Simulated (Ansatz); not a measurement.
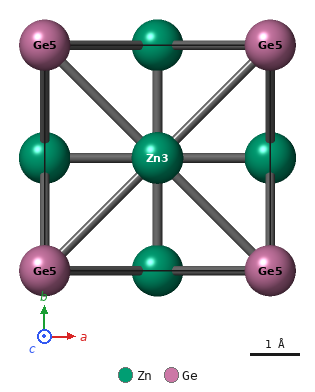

This is the input geometry for a relaxation of a crystal of Zn4Ge (a generated structure, set up in Pm-3m). Style: ball-and-stick. Shown: the cell of the calculation, along the c axis.

These are results of DFT PBE, scalar-relativistic, plane waves, PAW in Ansatz, not measurements.

The input:
```yaml
crystal:
  lattice:
    - [4.6905479987, 0.0, 0.0]
    - [0.0, 4.6905479987, 0.0]
    - [0.0, 0.0, 4.6905479987]
  atoms:
    - { symbol: Zn, position: [0.0, 0.5, 0.5] }
    - { symbol: Zn, position: [0.5, 0.0, 0.5] }
    - { symbol: Zn, position: [0.5, 0.5, 0.0] }
    - { symbol: Zn, position: [0.5, 0.5, 0.5] }
    - { symbol: Ge, position: [0.0, 0.0, 0.0] }
basis:
  ecutwfc: 420
kpoints:
  mp_grid: { grid: [8, 8, 8] }
hamiltonian:
  xc: pbe
scf:
  occupations: { method: gaussian, width: 0.1 }
output:
  forces: true
  stress: true
  eigenvalues: true
  write_density: true
  write_potential: true
  elf: true
  volumetric_format: npy
relax:
  adjacent_minimum: "off"
  f_tol: 0.01
  max_steps: 80
  cell: { stress_tol: 0.05 }
```

Launched with:
```bash
ansatz run input.yaml --threads 1 --pin off --max-ram 2048MiB --backend cpu --events-out ev --progress --plain --runs-dir out
```

> What does the optimiser find from here?

The atoms keep their places relative to the cell (all moves are under 0.005 Å). The drawn cell changes as follows: a = b = c 4.691 → 4.669 Å (−0.5 %); the volume changes by −1.4 %. Some distances before and after: Zn1–Ge5 3.317 → 3.301 Å, Zn1–Zn4 2.345 → 2.334 Å. The space group stays Pm-3m (No. 221). Over 2 accepted moves (3 points after the start) the energy falls by 0.6 meV per atom. All forces vanish by symmetry, so only the cell relaxes. The pressure goes from −0.64 to 0.01 GPa. The SCF was repeated once at an unchanged geometry on a basis and grid sized afresh for the cell, which shifted the energy by 0.1 meV per atom at most.

The structure at the end:

```
CELL_PARAMETERS angstrom
4.66862 0.00000 0.00000
0.00000 4.66862 0.00000
0.00000 0.00000 4.66862
ATOMIC_POSITIONS crystal
Zn 0.00000 0.50000 0.50000
Zn 0.50000 0.00000 0.50000
Zn 0.50000 0.50000 0.00000
Zn 0.50000 0.50000 0.50000
Ge 0.00000 0.00000 0.00000
```
